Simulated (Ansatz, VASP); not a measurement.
# BiB in two plane-wave programs, part 2 of 2

Aim: how closely do two programs agree when they are given the same cell, functional and k mesh? The cell is invented: As first built, before any earlier steps moved the atoms: it takes the BP structure with some of its atoms replaced by other elements, volume scaled by an estimate. It may not be a known or stable phase. The cell comes out of the VASP series on this material, whose earlier steps may have relaxed, scaled or displaced it; both programs get it as it stands.

VASP 6.6.1 and Ansatz 0.2.0.

So far: The structure; Ansatz: band structure, r2SCAN0; VASP: band structure, r2SCAN0.

**3. VASP: band structure, r2SCAN0 (continued)**

Level of this step: r2SCAN0; plane waves and PAW (Bi_d, B); invented cell (VASP).

Numbers of over 12 decimals in the logs are rounded to 6 here.

Parts of OUTCAR (step 3):

```text
ion  position               nearest neighbor table
   1  0.250  0.250  0.250-   2 2.39   2 2.39   2 2.39   2 2.39
   2  0.000  0.000  0.000-   1 2.39   1 2.39   1 2.39   1 2.39

  LATTYP: Found a face centered cubic cell.
 ALAT       =     5.5227522540

 Subroutine GETGRP returns: Found 24 space group operations
 (whereof 24 operations were pure point group operations)

The static configuration has the point symmetry T_d .

 Found      8 irreducible k-points:

   k-points           NKPTS =      8   k-points in BZ     NKDIM =     64   number of bands    NBANDS=     15

   dimension x,y,z NGX =    28 NGY =   28 NGZ =   28
   dimension x,y,z NGXF=    56 NGYF=   56 NGZF=   56

   ENCUT  =  420.0 eV  30.87 Ry    5.56 a.u.   6.53  6.53  6.53*2*pi/ulx,y,z

   NELECT =      18.0000    total number of electrons

 k-points in reciprocal lattice and weights: Automatic mesh
   0.00000000  0.00000000  0.00000000       0.016
   0.25000000  0.00000000  0.00000000       0.125
   0.50000000  0.00000000  0.00000000       0.062
   0.25000000  0.25000000  0.00000000       0.094
   0.50000000  0.25000000  0.00000000       0.375
  -0.25000000  0.25000000  0.00000000       0.188
   0.50000000  0.50000000  0.00000000       0.047
  -0.25000000  0.50000000  0.25000000       0.094

  exchange ACFDT corr.  =         0.00000000  see jH, gK, PRB 81, 115126

 average (electrostatic) potential at core
       1-102.4787       2 -24.3598

 E-fermi :   6.5032

 k-point     1 :       0.0000    0.0000    0.0000
  band No.  band energies     occupation
    ...
      5     -19.2039      2.00000
      6      -9.6448      2.00000
      7       6.3073      2.00000
      8       6.3073      2.00000
      9       6.3073      2.00000
     10       7.8607      0.00000
     11      10.4399      0.00000
     12      10.4399      0.00000
     13      10.4399      0.00000
     14      14.3125      0.00000
    ...

 k-point     2 :       0.2500    0.0000    0.0000
  band No.  band energies     occupation
    ...
      5     -19.2002      2.00000
      6      -8.7330      2.00000
      7       0.9878      2.00000
      8       5.1820      2.00000
      9       5.1820      2.00000
     10       8.3619      0.00000
     11      11.6858      0.00000
     12      11.6858      0.00000
     13      12.8487      0.00000
     14      16.0283      0.00000
    ...

 k-point     3 :       0.5000    0.0000    0.0000
  band No.  band energies     occupation
    ...
      5     -19.1858      2.00000
      6      -7.2560      2.00000
      7      -2.5055      2.00000
      8       4.4603      2.00000
      9       4.4603      2.00000
     10       7.9479      0.00000
     11      11.9932      0.00000
     12      11.9932      0.00000
     13      14.2281      0.00000
     14      16.7803      0.00000
    ...

  energy-cutoff  :      420.00
  volume of cell :       42.11
      direct lattice vectors                 reciprocal lattice vectors
     0.000000000  2.761376127  2.761376127    -0.181069140  0.181069140  0.181069140
     2.761376127  0.000000000  2.761376127     0.181069140 -0.181069140  0.181069140
     2.761376127  2.761376127  0.000000000     0.181069140  0.181069140 -0.181069140

 POSITION                                       TOTAL-FORCE (eV/Angst)
 -----------------------------------------------------------------------------------
      1.38069      1.38069      1.38069        -0.000000      0.000000     -0.000000
      0.00000      0.00000      0.00000         0.000000     -0.000000      0.000000
 -----------------------------------------------------------------------------------
    total drift:                                0.000124      0.000150      0.000057

  FREE ENERGIE OF THE ION-ELECTRON SYSTEM (eV)
  ---------------------------------------------------
  free  energy   TOTEN  =       -52.9432465913 eV

  energy  without entropy=      -52.9432465913  energy(sigma->0) =      -52.94324659

 total charge
# of ion       s       p       d       tot
------------------------------------------
    1        1.409   1.667   9.952  13.028
    2        0.651   0.992   0.000   1.644
--------------------------------------------------
tot          2.060   2.659   9.952  14.671

[... 3 further parts left out ...]
```

**4. Differences**

Known differences besides the PAW data sets themselves: exact exchange at q = 0 is treated differently, which shows on coarse meshes; VASP keeps PBE cores, Ansatz makes them for the functional; the cutoff is 500 eV in Ansatz and 420 eV in VASP; VASP takes a coarser grid for exact exchange (PRECFOCK = Fast). Total energies have different zeros and are not compared.

Both answers:

```tsv
quantity	Ansatz	VASP	difference
gap over the path points (eV)	1.536	1.553	-0.017
```

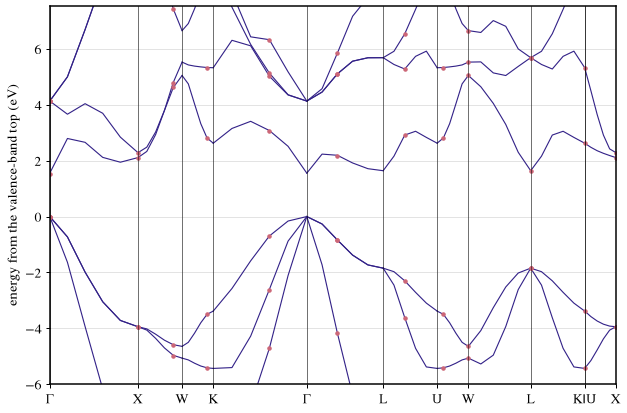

Bands from VASP (lines) and levels from Ansatz (dots). Dots without a line are higher empty bands that the VASP plot leaves out.

Levels at points of the path, from each program's valence-band top (eV; 3 filled, then empty):

```tsv
k (reciprocal lattice)	Ansatz	VASP
0.000 0.000 0.000	0.00 0.00 0.00 1.54 4.12 4.12	0.00 0.00 0.00 1.55 4.13 4.13
0.500 0.000 0.500	-9.09 -3.94 -3.94 2.10 2.28 10.54	-9.10 -3.94 -3.94 2.11 2.29 10.55
0.500 0.200 0.700	-8.80 -4.98 -4.58 4.62 4.79 7.42	-8.80 -4.97 -4.59 4.61 4.80 7.43
0.400 0.350 0.750	-8.76 -5.42 -3.49 2.81 5.33 8.63	-8.76 -5.41 -3.50 2.81 5.33 8.64
0.150 0.150 0.300	-4.71 -2.62 -0.69 3.07 5.03 5.13	-4.71 -2.61 -0.69 3.08 5.02 5.13
0.200 0.200 0.200	-4.16 -0.83 -0.83 2.17 5.10 5.10	-4.16 -0.84 -0.84 2.19 5.10 5.10
0.550 0.400 0.550	-8.65 -3.62 -2.29 2.91 5.27 6.54	-8.66 -3.62 -2.30 2.92 5.28 6.54
0.600 0.250 0.650	-8.76 -5.42 -3.49 2.81 5.33 8.63	-8.76 -5.41 -3.50 2.81 5.33 8.64
0.500 0.250 0.750	-8.77 -5.08 -4.64 5.05 5.52 6.65	-8.77 -5.07 -4.64 5.05 5.53 6.65
0.500 0.500 0.500	-8.81 -1.84 -1.84 1.64 5.68 5.68	-8.81 -1.85 -1.85 1.64 5.69 5.69
```

Among the levels compared (up to four filled and three empty ones at each point), filled levels agree within 13 meV and empty ones within 19 meV.

**5. Summary of results**

```json
{"difference in gap over the path points (band structure, r2SCAN0)": "-0.017 eV"}
```

In words: The difference in gap over the path points is -0.017 eV (band structure, r2SCAN0), within the 0.08 eV picked in this series as the mark of a large difference. How closely two codes agree says nothing of how well the functional describes the real material.

[Lines on the potential files, build, host, timing and source positions are cut from VASP's logs without a mark.]

[Logs are printed without paths, hosts, clocks, repeated set-up lines and the standing remarks that a program may print on its own settings, such as how far it seeks lower states.]

[Hosts, paths, dates, database ids (printed as entryN), source tags and the programs' standing remarks are cut or masked in the printed files.]
